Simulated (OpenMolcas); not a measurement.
## Run report: C$_{2}$H$_{2}$AlCl, excited-state calculation (part 1 of 4)

C$_{2}$H$_{2}$AlCl, SMILES Cl[C]1=[CH][AlH]1, computed with RASSCF/ANO-S-VDZP (OpenMolcas 26.06).

The geometry comes from this level: GFN2-xTB.

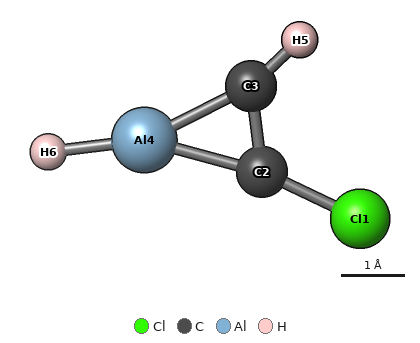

*The structure as given in the input (ball-and-stick view, seen on its broad side; atoms are numbered from 1 in the order of the input). Sticks mark near contacts.*

Input:
```
>>> EXPORT MOLCAS_PRINT=2

&gateway
  coord
  6
  bohr
  Cl    -0.99165268    -4.62383857     0.24668485
  C     -0.69010908    -1.35939339     0.01719651
  C      1.61622606    -0.14720967     0.30303648
  Al    -1.01527426     2.28876069    -0.38760173
  H      3.42979622    -1.02648033     0.69196102
  H     -2.34898626     4.86818016    -0.87129602
  basis
  ANO-S-VDZP
  group
  NoSym
  ricd

&seward

&rasscf
  fileorb
  $CurrDir/step2.RasOrb
  spin
  1
  nactel
  2 0 0
  inactive
  21
  ras2
  2
  ciroot
  3 3 1
  orblisting
  NoCore
```

Launched with:
```bash
export MOLCAS_MEM=1860
pymolcas step4.input > step4.log
```

Log:
```
--- Start Module: gateway ---

                                              &GATEWAY

                       available to each process: 1.9 GB of memory, 1 thread

++    Symmetry information:
      ---------------------

                    Character Table for C1

                             E
                    a        1  x, y, xy, Rz, z, xz, Ry, yz, Rx, I
--

++    Basis set information:
      ----------------------

      Basis set label: CL.ANO-S...4S3P1D.

      Electronic valence basis set:
      ------------------
      Associated Effective Charge  17.000000 au
      Associated Actual Charge     17.000000 au
      Nuclear Model: Point charge

      Shell  nPrim  nBasis  Cartesian Spherical Contaminant
         s      13       4        X
         p      10       3        X
         d       4       1                 X

      Basis set label: C.ANO-S...3S2P1D.

      Electronic valence basis set:
      ------------------
      Associated Effective Charge   6.000000 au
      Associated Actual Charge      6.000000 au
      Nuclear Model: Point charge

      Shell  nPrim  nBasis  Cartesian Spherical Contaminant
         s      10       3        X
         p       6       2        X
         d       3       1                 X

      Basis set label: AL.ANO-S...4S3P1D.

      Electronic valence basis set:
      ------------------
      Associated Effective Charge  13.000000 au
      Associated Actual Charge     13.000000 au
      Nuclear Model: Point charge

      Shell  nPrim  nBasis  Cartesian Spherical Contaminant
         s      13       4        X
         p      10       3        X
         d       4       1                 X

      Basis set label: H.ANO-S...2S1P.

      Electronic valence basis set:
      ------------------
      Associated Effective Charge   1.000000 au
      Associated Actual Charge      1.000000 au
      Nuclear Model: Point charge

      Shell  nPrim  nBasis  Cartesian Spherical Contaminant
         s       7       2        X
         p       3       1        X
--

++    Molecular structure info:
      -------------------------

                    ************************************************
                    **** Cartesian Coordinates / bohr, angstrom ****
                    ************************************************

     Center  Label                x              y              z                     x              y              z
        1      CL1             -0.991653      -4.623839       0.246685             -0.524760      -2.446830       0.130540
        2      C2              -0.690109      -1.359393       0.017197             -0.365190      -0.719360       0.009100
        3      C3               1.616226      -0.147210       0.303036              0.855270      -0.077900       0.160360
        4      AL4             -1.015274       2.288761      -0.387602             -0.537260       1.211160      -0.205110
        5      H5               3.429796      -1.026480       0.691961              1.814970      -0.543190       0.366170
        6      H6              -2.348986       4.868180      -0.871296             -1.243030       2.576130      -0.461070

                    ***************************************
                    *    InterNuclear Distances / bohr    *
                    ***************************************

               1 CL1           2 C2            3 C3            4 AL4           5 H5            6 H6
    1 CL1      0.000000
    2 C2       3.286365        0.000000
    3 C3       5.181159        2.621121        0.000000
    4 AL4      6.941679        3.684918        3.651811        0.000000
    5 H5       5.717383        4.188049        2.052661        5.649330        0.000000
    6 H6       9.653531        6.505687        6.500469        2.943833        8.401495        0.000000

                    *******************************************
                    *    InterNuclear Distances / angstrom    *
                    *******************************************

               1 CL1           2 C2            3 C3            4 AL4           5 H5            6 H6
    1 CL1      0.000000
    2 C2       1.739070        0.000000
    3 C3       2.741752        1.387038        0.000000
    4 AL4      3.673378        1.949975        1.932455        0.000000
    5 H5       3.025509        2.216220        1.086221        2.989497        0.000000
    6 H6       5.108428        3.442661        3.439900        1.557809        4.445880        0.000000

                    **************************************
                    *    Valence Bond Angles / degree    *
                    **************************************
                          Atom centers                 Phi
                      2 C2       3 C3       5 H5       126.87
--

            Nuclear Potential Energy            156.59348996 au

--- Stop Module: gateway /rc=_RC_ALL_IS_WELL_ ---

--- Start Module: seward ---

                                              &SEWARD

                       available to each process: 1.9 GB of memory, 1 thread

               SEWARD will generate:
                  Multipole Moment integrals up to order  2
                  Kinetic Energy integrals
                  Nuclear Attraction integrals (point charge)
                  One-Electron Hamiltonian integrals
                  Velocity integrals
                  Orbital angular momentum around ( -0.5669  -1.2976   0.0208 )
                  Velocity quadrupole around ( -0.5669  -1.2976   0.0208 )
                  RI decomposed two-electron repulsion integrals stored Cholesky style
                   - acCD auxiliary basis
                   - CD Threshold:   1.00E-04

                   Integrals are discarded if absolute value <: 1.00E-14
                   Integral cutoff threshold is set to       <: 1.00E-16

            Nuclear Potential Energy            156.59348996 au

      Basis set specifications :
      Symmetry species         a
      Basis functions           74

--- Stop Module: seward /rc=_RC_ALL_IS_WELL_ ---
--- Module seward spent 1 second ---

--- Start Module: rasscf ---

                                              &RASSCF

                       available to each process: 1.9 GB of memory, 1 thread

      Header of the ONEINT file:
      --------------------------

      OrdInt status: non-squared

      Cartesian coordinates in angstrom:
      -----------------------------------------------------
      No.  Label        X            Y            Z
      -----------------------------------------------------
       1   CL1       -0.52476000  -2.44683000   0.13054000
       2   C2        -0.36519000  -0.71936000   0.00910000
       3   C3         0.85527000  -0.07790000   0.16036000
       4   AL4       -0.53726000   1.21116000  -0.20511000
       5   H5         1.81497000  -0.54319000   0.36617000
       6   H6        -1.24303000   2.57613000  -0.46107000
      -----------------------------------------------------
      Nuclear repulsion energy =  156.59348996

++    Wave function specifications:
      -----------------------------

      Number of closed shell electrons          42
      Number of electrons in active shells       2
      Max number of holes in RAS1 space          0
      Max nr of electrons in RAS3 space          0
      Number of inactive orbitals               21
      Number of active orbitals                  2
      Number of secondary orbitals              51
      Spin quantum number                      0.0
      State symmetry                             1
--

++    Orbital specifications:
      -----------------------

      Symmetry species                           1
                                                 a
      Frozen orbitals                            0
      Inactive orbitals                         21
      Active orbitals                            2
      RAS1 orbitals                              0
      RAS2 orbitals                              2
      RAS3 orbitals                              0
      Secondary orbitals                        51
      Deleted orbitals                           0
      Number of basis functions                 74
--

++    CI expansion specifications:
      ----------------------------

      Number of CSFs                             3
      Number of spin combinations                3
      Number of determinants                     4
      Number of root(s) required                 3
      Root chosen for geometry opt.              3
      CI roots used                              1     2     3
      weights                                0.333 0.333 0.333
      highest root included in the CI            3
      max. size of the explicit Hamiltonian      3
--

++    Optimization specifications:
      ----------------------------

      RASSCF algorithm: LK RI/DF
      Maximum number of macro iterations       200
      Maximum number of SX iterations          100
      Threshold for RASSCF energy            1.000E-08
      Threshold for max MO rotation          1.000E-01
      Threshold for max BLB element          1.000E-04
      Level shift parameter                  5.000E-01
      Make Quasi-Newton update
--

      The MO-coefficients are taken from the file:
      step2.RasOrb
      Title: RASSCF average (pseudo-natural) orbitals

      Total molecular charge    0.00

      ************************************************************************************************************************
      *                                            Wave function control section                                             *
      ************************************************************************************************************************

                                         RASSCF iterations: Energy and convergence statistics
                                         ----------------------------------------------------

          iter iter root      energy       change     param      element    value   shift minimum  type update hh:mm:ss
 Nr of preliminary CI iterations:   1
        1   1    3    0  -778.02862677    0.00E+00  -2.85E-06   21  39 1 -3.05E-06   0.32   0.00    SX    NO    0:00:00
        2   1    3    0  -778.02862677   -1.75E-10   2.09E-06   21  39 1 -1.54E-06   0.32   0.00    SX    NO    0:00:00
        3   1    3    0  -778.02862677   -2.99E-11   1.58E-06   19  23 1 -1.16E-06   0.32   0.00    SX    NO    0:00:00
        4   1    2    0  -778.02862677   -1.02E-11   1.23E-06   19  23 1 -8.93E-07   0.32   0.00    SX    NO    0:00:00
      Convergence after  4 iterations
        5   1    2    0  -778.02862677   -1.93E-11   1.23E-06   19  23 1 -6.91E-07   0.32   0.00    SX    NO    0:00:00

      ************************************************************************************************************************
                                                      Wave function printout:
                       occupation of active orbitals, and spin coupling of open shells (u,d: Spin up or down)
      ************************************************************************************************************************

      Note: transformation to natural orbitals
      has been made, which may change the order of the CSFs.

      printout of CI-coefficients larger than  0.05 for root  1
      energy=    -778.248776
      conf/sym  11     Coeff  Weight
             1  20   0.08805 0.00775
             2  ud  -0.46562 0.21680
             3  02   0.88059 0.77544

      printout of CI-coefficients larger than  0.05 for root  2
      energy=    -778.042671
      conf/sym  11     Coeff  Weight
             1  20  -0.45479 0.20683
             2  ud   0.76772 0.58939
             3  02   0.45141 0.20377

      printout of CI-coefficients larger than  0.05 for root  3
      energy=    -777.794433
      conf/sym  11     Coeff  Weight
             1  20   0.88624 0.78541
             2  ud   0.44023 0.19380
             3  02   0.14416 0.02078

      Natural orbitals and occupation numbers for root  1
      sym 1:   0.001907   1.998093

      Natural orbitals and occupation numbers for root  2
      sym 1:   1.004779   0.995221

      Natural orbitals and occupation numbers for root  3
      sym 1:   1.998093   0.001907

      ************************************************************************************************************************
      *                                                    Final results                                                     *
      ************************************************************************************************************************

++    Final optimization conditions:
      ------------------------------

      Average CI energy                            -778.02862677
      RASSCF energy for state  3                   -777.79443343
      Super-CI energy                                -0.00000000
      RASSCF energy change                           -0.00000000
      Max change in MO coefficients               1.179E-06
      Max non-diagonal density matrix element     1.227E-06
      Maximum BLB matrix element                 -6.910E-07
      (orbital pair  19,  23 in symmetry   1)
      Norm of electronic gradient            1.197E-01
--

      Final state energy(ies):
      ------------------------

::    RASSCF root number  1 Total energy:   -778.24877607
::    RASSCF root number  2 Total energy:   -778.04267081
::    RASSCF root number  3 Total energy:   -777.79443343

++    Molecular orbitals:
      -------------------

      Pseudonatural active orbitals and approximate occupation numbers

      Molecular orbitals for symmetry species 1: a

      Orbital                 1         2         3         4         5         6         7         8         9        10
      Energy          -104.8570  -58.5432  -11.2857  -11.2701  -10.5837   -8.0520   -8.0481   -8.0476   -4.9564   -3.2705
      Occ. No.           2.0000    2.0000    2.0000    2.0000    2.0000    2.0000    2.0000    2.0000    2.0000    2.0000
```
